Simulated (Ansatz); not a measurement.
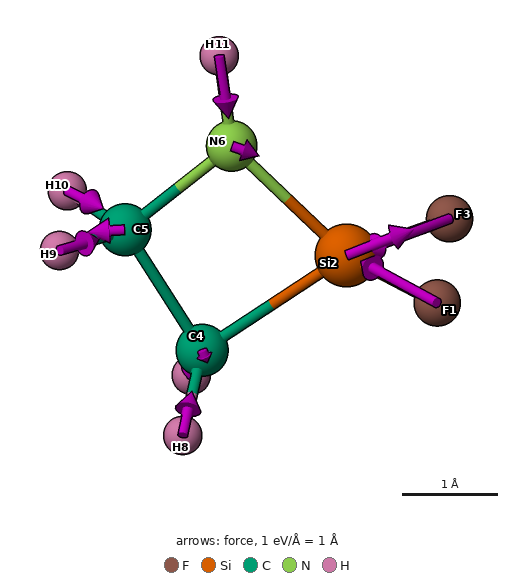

Starting geometry of C$_{2}$H$_{5}$F$_{2}$NSi with the computed forces as purple arrows. A ball-and-stick model, seen at a tilt.

The start comes from PBE-D4/def2-SVP.

Method: RKS PBE0-D4/def2-TZVP (Ansatz 0.2.0). Set-up: force threshold 0.005 eV/Å; at most 150 steps.

### What follows when this structure is relaxed?

It isn't relaxed: the largest force vector, on F atoms, is 1.43 eV/Å. The final displacements follow the starting forces only in part (cosine between the two patterns 0.80). The largest moves after the best rigid fit, 0.057 Å, are those of F atoms. Largest moves by element: F 0.057 Å, H 0.033 Å, Si 0.017 Å, N 0.013 Å, C 0.012 Å. Among the contacts that change: F–Si 1.632 → 1.588 Å, N–Si 1.709 → 1.681 Å, C–Si 1.874 → 1.852 Å, C–H 1.114 → 1.094 Å. After 5 accepted moves (6 points after the start) the energy has fallen by 0.115 eV. The largest force component goes from 1.4 to 0.0016 eV/Å. The line search rejected the trial step at point 4 of the run. Cost: 32 s on 4 threads of Arm Neoverse V1, on a shared host.
